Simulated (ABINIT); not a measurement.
**Quasiparticle gap of MgS (Niningerite) in ABINIT**

How does a plane-wave GW calculation on MgS (Niningerite) run from the first input to the gap?

Program: ABINIT 10.8.3. Level of theory: LDA and many-body steps on it, plane waves. Results are calculated unless marked as measured.

### 1. Set-up

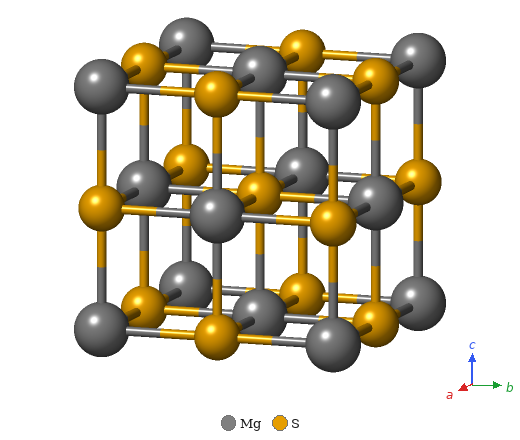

The cell as given, slightly off an axis (magnesium grey, sulfur orange). This picture shows the conventional cell, with its axes. Some periodic images of atoms are drawn too.

The cell and positions come from the Crystallography Open Database and are kept as given unless a step says otherwise.

### 2. Ground state

This step: ABINIT 10.8.3; DFT, LDA, plane waves, norm-conserving pseudopotentials.

The ground-state density comes first.

File run.abi:

```
acell 3*1.0 Angstrom
rprim 
  0.000000000000 2.601650000000 2.601650000000
  2.601650000000 0.000000000000 2.601650000000
  2.601650000000 2.601650000000 0.000000000000
ntypat 2
znucl 12 16
natom 2
typat 1 2
xred 
  0.000000000000 0.000000000000 0.000000000000
  0.500000000000 0.500000000000 0.500000000000
pp_dirpath "pseudos"
pseudos "Mg.upf, S.upf"
ecut 38
ngkpt 6 6 6
nshiftk 1
shiftk 0 0 0
kptopt 1
chksymbreak 0
nband 13
occopt 1
tolvrs 1e-10
nstep 60
prtwf 0
optforces 0
optstress 0
indata_prefix "in"
outdata_prefix "out"
tmpdata_prefix "tmp"
```

Started as:

```bash
$ OMP_NUM_THREADS=1 mpirun -n 4 abinit run.abi > log
```

Numbers of over 12 decimals in the logs are rounded to 6 here.

The program printed:

```text
.Version 10.8.3 of ABINIT. v10.8.2 released Aug 2026.

 Symmetries : space group Fm -3 m (#225); Bravais cF (face-center cubic)
================================================================================
 Values of the parameters that define the memory need of the present run
     intxc =       0    ionmov =       0      iscf =       7    lmnmax =       6
     lnmax =       6     mgfft =      40  mpssoang =       3    mqgrid =    3001
     natom =       2  nloc_mem =       1    nspden =       1   nspinor =       1
    nsppol =       1      nsym =      48    n1xccc =    2501    ntypat =       2
    occopt =       1   xclevel =       1
-    mband =          13        mffmem =           1         mkmem =           4
       mpw =        2683          nfft =       64000          nkpt =          16
================================================================================
  Rough estimation (10% accuracy) of disk space for files :
================================================================================

--------------------------------------------------------------------------------
------------- Echo of variables that govern the present computation ------------
--------------------------------------------------------------------------------
 -outvars: echo values of preprocessed input variables --------
            acell      1.8897261259E+00  1.8897261259E+00  1.8897261259E+00 Bohr

      chksymbreak           0
             ecut      3.80000000E+01 Hartree
-          fftalg         312

              ixc       -1012
              kpt      0.00000000E+00  0.00000000E+00  0.00000000E+00
                       1.66666667E-01  0.00000000E+00  0.00000000E+00
                       3.33333333E-01  0.00000000E+00  0.00000000E+00
                       5.00000000E-01  0.00000000E+00  0.00000000E+00
                       1.66666667E-01  1.66666667E-01  0.00000000E+00
                       3.33333333E-01  1.66666667E-01  0.00000000E+00
                       5.00000000E-01  1.66666667E-01  0.00000000E+00
                      -3.33333333E-01  1.66666667E-01  0.00000000E+00
                      -1.66666667E-01  1.66666667E-01  0.00000000E+00
   [... 5 further rows ...]
                      -3.33333333E-01  3.33333333E-01  1.66666667E-01
                      -3.33333333E-01  5.00000000E-01  1.66666667E-01
         kptrlatt        6    0    0      0    6    0      0    0    6
          kptrlen      4.17170881E+01
P           mkmem           4
            natom           2
            nband          13
            ngfft          40      40      40
             nkpt          16
            nstep          60
             nsym          48
           ntypat           2
              occ      2.000000  2.000000  2.000000  2.000000  2.000000  2.000000
                       2.000000  2.000000  0.000000  0.000000  0.000000  0.000000
                       0.000000
        optforces           0
        optstress           0
            prtwf           0
            rprim      0.0000000000E+00  2.6016500000E+00  2.6016500000E+00
[...]
spgroup         225

           tolvrs      1.00000000E-10

             xred      0.0000000000E+00  0.0000000000E+00  0.0000000000E+00
[...]
znucl       12.00000   16.00000

================================================================================

 chkinp: Checking input parameters for consistency.

================================================================================
== DATASET  1 ==================================================================
-   mpi_nproc: 4, omp_nthreads: 1 (-1 if OMP is not activated)

--- !DatasetInfo
iteration_state: {dtset: 1, }
dimensions: {natom: 2, nkpt: 16, mband: 13, nsppol: 1, nspinor: 1, nspden: 1, mpw: 2683, }
cutoff_energies: {ecut:  38.0, pawecutdg:  -1.0, }
electrons: {nelect:   1.60000000E+01, charge:   0.00000000E+00, occopt:   1.00000000E+00, tsmear:   1.00000000E-02, }

 Real(R)+Recip(G) space primitive vectors, cartesian coordinates (Bohr,Bohr^-1):
 R(1)=  0.0000000  4.9164060  4.9164060  G(1)= -0.1017003  0.1017003  0.1017003
 R(2)=  4.9164060  0.0000000  4.9164060  G(2)=  0.1017003 -0.1017003  0.1017003
 R(3)=  4.9164060  4.9164060  0.0000000  G(3)=  0.1017003  0.1017003 -0.1017003
 Unit cell volume ucvol=  2.3766937E+02 bohr^3
 Angles (23,13,12)=  6.00000000E+01  6.00000000E+01  6.00000000E+01 degrees

 getcut: wavevector=  0.0000  0.0000  0.0000  ngfft=  40  40  40
         ecut(hartree)=     38.000   => boxcut(ratio)=   2.07320

--- Pseudopotential description ------------------------------------------------
- Mg Generated using ONCVPSP code by D. R. Hamann
- 12.00000  10.00000  180309                  znucl, zion, pspdat
12 -1012 1 -1 1510                            pspcod,pspxc,lmax,lloc,mmax
     nproj     2     2     0
  pspatm : epsatm=    9.23542517
         --- l  ekb(1:nproj) -->
[...]
pspatm: atomic psp has been read  and splines computed

- S Generated using ONCVPSP code by D. R. Hamann
- 16.00000   6.00000  180309                  znucl, zion, pspdat
12 -1012 2 -1 1132                            pspcod,pspxc,lmax,lloc,mmax
     nproj     2     2     2
  pspatm : epsatm=    8.64647033
         --- l  ekb(1:nproj) -->
[...]
2   -2.858321   -0.603195
 pspatm: atomic psp has been read  and splines computed

   2.86110328E+02                                ecore*ucvol(ha*bohr**3)
--------------------------------------------------------------------------------

_setup2: Arith. and geom. avg. npw (full set) are    2660.634    2660.619

================================================================================

--- !BeginCycle
iteration_state: {dtset: 1, }
solver: {iscf: 7, nstep: 60, nline: 4, wfoptalg: 0, }
tolerances: {tolvrs: 1.00E-10, }

     iter   Etot(hartree)      deltaE(h)  residm     vres2
 ETOT  1  -70.407877803226    -7.041E+01 6.091E-02 1.399E+02
 ETOT  2  -70.447058897312    -3.918E-02 2.280E-03 1.082E+01
 ETOT  3  -70.448624993451    -1.566E-03 8.363E-04 2.021E-01
 ETOT  4  -70.448637506290    -1.251E-05 3.323E-04 1.583E-03
 ETOT  5  -70.448637635684    -1.294E-07 5.913E-05 2.239E-04
 ETOT  6  -70.448637692169    -5.648E-08 2.699E-05 3.456E-06
 ETOT  7  -70.448637692528    -3.586E-10 9.982E-06 4.680E-08
 ETOT  8  -70.448637692543    -1.481E-11 3.440E-06 1.342E-10
 ETOT  9  -70.448637692539     3.311E-12 1.729E-06 2.812E-14

 At SCF step    9       vres2   =  2.81E-14 < tolvrs=  1.00E-10 =>converged.

--- !ResultsGS
iteration_state: {dtset: 1, }
comment   : Summary of ground state results
lattice_vectors:
- [  0.0000000,   4.9164060,   4.9164060, ]
- [  4.9164060,   0.0000000,   4.9164060, ]
- [  4.9164060,   4.9164060,   0.0000000, ]
lattice_lengths: [   6.95285,    6.95285,    6.95285, ]
lattice_angles: [ 60.000,  60.000,  60.000, ] # degrees, (23, 13, 12)
lattice_volume:   2.3766937E+02
convergence: {deltae:  3.311E-12, res2:  2.812E-14, residm:  1.729E-06, diffor:  0.000E+00, }
etotal    :  -7.04486377E+01
entropy   :   0.00000000E+00
fermie    :   1.51554438E-01
cartesian_stress_tensor: null
pressure_GPa: null
xred      :
- [  0.0000E+00,   0.0000E+00,   0.0000E+00, Mg]
- [  5.0000E-01,   5.0000E-01,   5.0000E-01,  S]
cartesian_forces: null
force_length_stats: {min: null, max: null, mean: null, }

 Integrated electronic density in atomic spheres:
 ------------------------------------------------
 Atom  Sphere_radius  Integrated_density
    1        2.00000          8.27459750
    2        2.00000          3.94798772
================================================================================

 ----iterations are completed or convergence reached----

 Mean square residual over all n,k,spin=   12.601E-09; max=  17.291E-07
 reduced coordinates (array xred) for    2 atoms
       0.000000000000      0.000000000000      0.000000000000
       0.500000000000      0.500000000000      0.500000000000
 rms dE/dt=  0.0000E+00; max dE/dt=  0.0000E+00; dE/dt below (all hartree)
    1       0.000000000000      0.000000000000      0.000000000000
    2       0.000000000000      0.000000000000      0.000000000000

 cartesian coordinates (angstrom) at end:
    1      0.000000     0.000000     0.000000
    2      2.601650     2.601650     2.601650
 length scales=  1.889726125908  1.889726125908  1.889726125908 bohr
              =  1.000000000000  1.000000000000  1.000000000000 angstroms
 prteigrs : about to open file out_EIG
 Fermi (or HOMO) energy (hartree) =   0.15155   Average Vxc (hartree)=  -0.37593
 Eigenvalues (hartree) for nkpt=  16  k points:
 kpt#   1, nband= 13, wtk=  0.00463, kpt=  0.0000  0.0000  0.0000 (reduced coord)
  -2.57042   -1.37271   -1.37271   -1.37271   -0.31333    0.15155    0.15155    0.15155
   0.27930    0.43940    0.43940    0.43940    0.52736
 prteigrs : prtvol=0 or 1, do not print more k-points.

--- !EnergyTerms
iteration_state     : {dtset: 1, }
comment             : Components of total free energy in Hartree
kinetic             :  3.77241685450106E+01
hartree             :  2.21226616567495E+01
xc                  : -1.09194401206114E+01
Ewald energy        : -3.83567382364803E+01
psp_core            :  1.20381659547425E+00
local_psp           : -6.55916085367051E+01
non_local_psp       : -1.66314975959769E+01
total_energy        : -7.04486376925392E+01
total_energy_eV     : -1.91700509075486E+03
band_energy         : -1.34841735437844E+01

== END DATASET(S) ==============================================================
================================================================================

 -outvars: echo values of variables after computation  --------
           etotal     -7.0448637693E+01
            nband          13
             nkpt          16
          spgroup         225
 [... the other variables as echoed above ...]

 Calculation completed.
```

The job ended after 9.5 s (4 MPI ranks of Intel Xeon Platinum 8259CL at 2.50GHz (Skylake/Cascade Lake), shared host; peak memory 0.32 GiB).

This step gave:

* total energy: -1917.0051 eV
* gap: 2.559 eV
* k of the valence top: 0, 0, 0
* k of the conduction bottom: 0.5, 0.5, 0
* least direct gap: 3.476 eV

The gap is indirect, with the least direct gap 0.92 eV higher.

### 3. Bands along the symmetry lines

Levels along a band path, at the cheap level, show where the edges lie and whether the meshes to come will hold them.

File run.abi:

```
acell 3*1.0 Angstrom
rprim 
  0.000000000000 2.601650000000 2.601650000000
  2.601650000000 0.000000000000 2.601650000000
  2.601650000000 2.601650000000 0.000000000000
ntypat 2
znucl 12 16
natom 2
typat 1 2
xred 
  0.000000000000 0.000000000000 0.000000000000
  0.500000000000 0.500000000000 0.500000000000
pp_dirpath "pseudos"
pseudos "Mg.upf, S.upf"
ecut 38
iscf -2
irdden 1
kptopt 0
nkpt 50
kpt 
  0.00000000 0.00000000 0.00000000
  0.06250000 0.00000000 0.06250000
  0.12500000 0.00000000 0.12500000
  0.18750000 0.00000000 0.18750000
  0.25000000 0.00000000 0.25000000
  0.31250000 0.00000000 0.31250000
  0.37500000 0.00000000 0.37500000
  0.43750000 0.00000000 0.43750000
  0.50000000 0.00000000 0.50000000
  0.51562500 0.03125000 0.51562500
  0.53125000 0.06250000 0.53125000
  0.54687500 0.09375000 0.54687500
  0.56250000 0.12500000 0.56250000
  0.57812500 0.15625000 0.57812500
  0.59375000 0.18750000 0.59375000
  0.60937500 0.21875000 0.60937500
  0.62500000 0.25000000 0.62500000
  0.37500000 0.37500000 0.75000000
  0.32812500 0.32812500 0.65625000
  0.28125000 0.28125000 0.56250000
  0.23437500 0.23437500 0.46875000
  0.18750000 0.18750000 0.37500000
  0.14062500 0.14062500 0.28125000
  0.09375000 0.09375000 0.18750000
  0.04687500 0.04687500 0.09375000
  0.00000000 0.00000000 0.00000000
  0.06250000 0.06250000 0.06250000
  0.12500000 0.12500000 0.12500000
  0.18750000 0.18750000 0.18750000
  0.25000000 0.25000000 0.25000000
  0.31250000 0.31250000 0.31250000
  0.37500000 0.37500000 0.37500000
  0.43750000 0.43750000 0.43750000
  0.50000000 0.50000000 0.50000000
  0.50000000 0.46875000 0.53125000
  0.50000000 0.43750000 0.56250000
  0.50000000 0.40625000 0.59375000
  0.50000000 0.37500000 0.62500000
  0.50000000 0.34375000 0.65625000
  0.50000000 0.31250000 0.68750000
  0.50000000 0.28125000 0.71875000
  0.50000000 0.25000000 0.75000000
  0.50000000 0.21875000 0.71875000
  0.50000000 0.18750000 0.68750000
  0.50000000 0.15625000 0.65625000
  0.50000000 0.12500000 0.62500000
  0.50000000 0.09375000 0.59375000
  0.50000000 0.06250000 0.56250000
  0.50000000 0.03125000 0.53125000
  0.50000000 0.00000000 0.50000000
istwfk *1
nband 15
nbdbuf 2
tolwfr 1e-08
nstep 40
prtwf 0
prtvol 0
indata_prefix "in"
outdata_prefix "out"
tmpdata_prefix "tmp"
```

The program printed:

```text
.Version 10.8.3 of ABINIT. v10.8.2 released Aug 2026.

 Symmetries : space group Fm -3 m (#225); Bravais cF (face-center cubic)
[... echo of the input left out ...]
== DATASET  1 ==================================================================
-   mpi_nproc: 4, omp_nthreads: 1 (-1 if OMP is not activated)

--- !DatasetInfo
iteration_state: {dtset: 1, }
dimensions: {natom: 2, nkpt: 50, mband: 15, nsppol: 1, nspinor: 1, nspden: 1, mpw: 2698, }
cutoff_energies: {ecut:  38.0, pawecutdg:  -1.0, }
electrons: {nelect:   1.60000000E+01, charge:   0.00000000E+00, occopt:   1.00000000E+00, tsmear:   1.00000000E-02, }

 Real(R)+Recip(G) space primitive vectors, cartesian coordinates (Bohr,Bohr^-1):
 R(1)=  0.0000000  4.9164060  4.9164060  G(1)= -0.1017003  0.1017003  0.1017003
 R(2)=  4.9164060  0.0000000  4.9164060  G(2)=  0.1017003 -0.1017003  0.1017003
 R(3)=  4.9164060  4.9164060  0.0000000  G(3)=  0.1017003  0.1017003 -0.1017003
 Unit cell volume ucvol=  2.3766937E+02 bohr^3
 Angles (23,13,12)=  6.00000000E+01  6.00000000E+01  6.00000000E+01 degrees

 getcut: wavevector=  0.0000  0.0000  0.0000  ngfft=  40  40  40
         ecut(hartree)=     38.000   => boxcut(ratio)=   2.07320

--- Pseudopotential description ------------------------------------------------
- Mg Generated using ONCVPSP code by D. R. Hamann
- 12.00000  10.00000  180309                  znucl, zion, pspdat
12 -1012 1 -1 1510                            pspcod,pspxc,lmax,lloc,mmax
     nproj     2     2     0
  pspatm : epsatm=    9.23542517
         --- l  ekb(1:nproj) -->
             0    2.239033   -0.828749
             1   -6.545315   -2.523783
 pspatm: atomic psp has been read  and splines computed

- S Generated using ONCVPSP code by D. R. Hamann
- 16.00000   6.00000  180309                  znucl, zion, pspdat
12 -1012 2 -1 1132                            pspcod,pspxc,lmax,lloc,mmax
     nproj     2     2     2
  pspatm : epsatm=    8.64647033
         --- l  ekb(1:nproj) -->
             0    6.829465    0.577472
[...]
pspatm: atomic psp has been read  and splines computed

--------------------------------------------------------------------------------

================================================================================
 prteigrs : about to open file out_EIG
 Non-SCF case, kpt    1 (  0.00000  0.00000  0.00000), residuals and eigenvalues=
  7.21E-09  1.88E-09  2.51E-09  7.84E-09  5.38E-09  1.86E-09  3.23E-09  5.15E-09
  3.93E-09  1.90E-09  3.75E-09  7.07E-09  7.28E-09  5.56E-09  3.88E-04
 -2.5704E+00 -1.3727E+00 -1.3727E+00 -1.3727E+00 -3.1333E-01  1.5155E-01
  1.5155E-01  1.5155E-01  2.7930E-01  4.3940E-01  4.3940E-01  4.3940E-01
[...]
Non-SCF case, kpt    2 (  0.06250  0.00000  0.06250), residuals and eigenvalues=
  5.89E-09  2.17E-09  2.45E-09  8.63E-09  7.08E-09  7.61E-09  1.20E-09  5.42E-09
[...]
4.46E-09  2.57E-09  1.43E-09  2.25E-09  6.78E-09  6.00E-09  4.86E-09  8.67E-09
  8.64E-09  8.96E-09  3.88E-09  5.94E-09  3.02E-09  8.15E-08  3.96E-04
[...]
Non-SCF case, kpt   49 (  0.50000  0.03125  0.53125), residuals and eigenvalues=
[...]
Non-SCF case, kpt   50 (  0.50000  0.00000  0.50000), residuals and eigenvalues=
[...]
-2.5704E+00 -1.3729E+00 -1.3728E+00 -1.3728E+00 -2.5066E-01 -4.2354E-03
  8.9008E-02  8.9008E-02  2.4559E-01  3.0838E-01  5.8472E-01  6.1631E-01
[...]
--- !ResultsGS
iteration_state: {dtset: 1, }
comment   : Summary of ground state results
lattice_vectors:
- [  0.0000000,   4.9164060,   4.9164060, ]
- [  4.9164060,   0.0000000,   4.9164060, ]
- [  4.9164060,   4.9164060,   0.0000000, ]
lattice_lengths: [   6.95285,    6.95285,    6.95285, ]
lattice_angles: [ 60.000,  60.000,  60.000, ] # degrees, (23, 13, 12)
lattice_volume:   2.3766937E+02
convergence: {deltae:  0.000E+00, res2:  0.000E+00, residm:  9.977E-09, diffor:  0.000E+00, }
etotal    :  -7.04486377E+01
entropy   :   0.00000000E+00
fermie    :   1.51554438E-01
cartesian_stress_tensor: null
pressure_GPa: null
xred      :
- [  0.0000E+00,   0.0000E+00,   0.0000E+00, Mg]
- [  5.0000E-01,   5.0000E-01,   5.0000E-01,  S]
cartesian_forces: null
force_length_stats: {min: null, max: null, mean: null, }

 Integrated electronic density in atomic spheres:
 ------------------------------------------------
 Atom  Sphere_radius  Integrated_density
[...]
================================================================================

 ----iterations are completed or convergence reached----

 Mean square residual over all n,k,spin=   44.927E-10; max=  99.770E-10
 reduced coordinates (array xred) for    2 atoms
       0.000000000000      0.000000000000      0.000000000000
       0.500000000000      0.500000000000      0.500000000000

 cartesian coordinates (angstrom) at end:
    1      0.000000     0.000000     0.000000
    2      2.601650     2.601650     2.601650
 length scales=  1.889726125908  1.889726125908  1.889726125908 bohr
              =  1.000000000000  1.000000000000  1.000000000000 angstroms
 prteigrs : about to open file out_EIG
 Eigenvalues (hartree) for nkpt=  50  k points:
 kpt#   1, nband= 15, wtk=  1.00000, kpt=  0.0000  0.0000  0.0000 (reduced coord)
[...]
kpt#   2, nband= 15, wtk=  1.00000, kpt=  0.0625  0.0000  0.0625 (reduced coord)
[...]
kpt#   3, nband= 15, wtk=  1.00000, kpt=  0.1250  0.0000  0.1250 (reduced coord)
[...]
kpt#  49, nband= 15, wtk=  1.00000, kpt=  0.5000  0.0313  0.5313 (reduced coord)
  -2.57040   -1.37292   -1.37279   -1.37279   -0.25059   -0.00365    0.08742    0.08776
   0.24837    0.31120    0.58124    0.59714    0.63378    0.65013    0.72221
 kpt#  50, nband= 15, wtk=  1.00000, kpt=  0.5000  0.0000  0.5000 (reduced coord)
  -2.57040   -1.37292   -1.37280   -1.37280   -0.25066   -0.00424    0.08901    0.08901
   0.24559    0.30838    0.58472    0.61631    0.63321    0.63321    0.72230

== END DATASET(S) ==============================================================
================================================================================

 -outvars: echo values of variables after computation  --------
            nband          15
             nkpt          50
          spgroup         225
 [... the other variables as echoed above ...]

 Calculation completed.
```

The job ended after 13 s (4 MPI ranks; peak memory 0.31 GiB).

Numbers from this step:

| Item | Value |
| --- | --- |
| gap | 2.559 eV |
| k of the valence top | 0, 0, 0 |
| k of the conduction bottom | 0.5, 0, 0.5 |
| least direct gap | 3.476 eV |

The gap is 2.559 eV, as in the run before at this level.

The electronic bands at the labelled points (eV, zero at the top of the highest filled band; v1 is the highest filled band, c1 the lowest empty one):

```tsv
point	v4	v3	v2	v1	c1	c2	c3	c4
Γ	-12.65	0.00	0.00	0.00	3.48	7.83	7.83	7.83
X	-10.94	-4.24	-1.70	-1.70	2.56	4.27	11.79	12.65
U	-10.94	-3.74	-3.24	-1.37	3.71	6.57	9.51	9.92
jump to K	-10.94	-3.74	-3.24	-1.37	3.71	6.57	9.51	9.92
Γ	-12.65	0.00	0.00	0.00	3.48	7.83	7.83	7.83
L	-11.31	-4.90	-0.59	-0.59	4.37	6.73	6.73	9.85
W	-10.90	-3.27	-3.27	-2.41	5.08	7.83	7.83	7.85
X	-10.94	-4.24	-1.70	-1.70	2.56	4.27	11.79	12.65
```

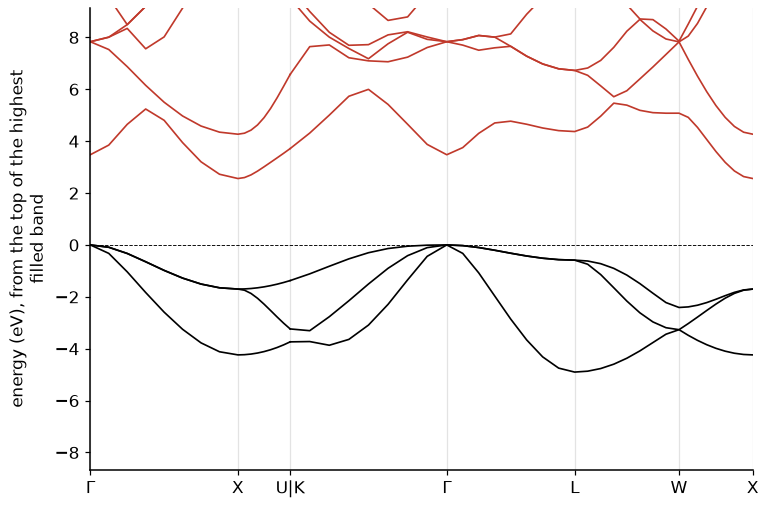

Electronic bands along the path; lines of filled and empty bands in two colours.

[end of part 1 of 2]

[Paths, hosts, dates, memory and timing lines, banners, echoed tables and standing remarks are left out of the program output.]

[Logs are printed without paths, hosts, clocks, repeated set-up lines and the standing remarks that a program may print on its own settings, such as how far it seeks lower states.]

[Runs of the session that timed out or met a known fault of the program may be left out.]

[Hosts, paths, dates, database ids (printed as entryN), source tags and the programs' standing remarks are cut or masked in the printed files.]

[G0W0 gaps are taken among the corrected bands and points alone; a level outside them can change the order at an edge.]

[Where Ansatz stands beside ABINIT at settings called matched, ABINIT's density can come from a denser mesh and the files from another edition; pairs whose starting gaps differed by over 0.03 eV were left out, so agreement reads better than it is.]
